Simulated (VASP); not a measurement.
Band structure of TiSb (relaxed from the CsCl type structure, space group Pm-3m). Computed with r2SCAN meta-GGA, VASP's PBE PAW potentials (set 64) (plane waves; VASP).

Unless said otherwise, spin-orbit coupling is left out, though it shifts the bands of the heavy elements here.

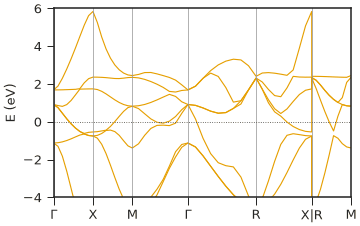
Fig. 1. Bands along high-symmetry lines, zero at the valence-band maximum or, without a gap, the Fermi level

### Question
Read the plot: is there a gap, and where are the band edges?

### Answer
It has no gap at this level: it comes out as a metal or semimetal.

The structure was generated: TiSb was put into the CsCl type type (Pm-3m), which need not be its known phase. It was relaxed first, which changed the volume by -33 %. The electron count is odd and the run is not spin-polarised, which forces a metal.
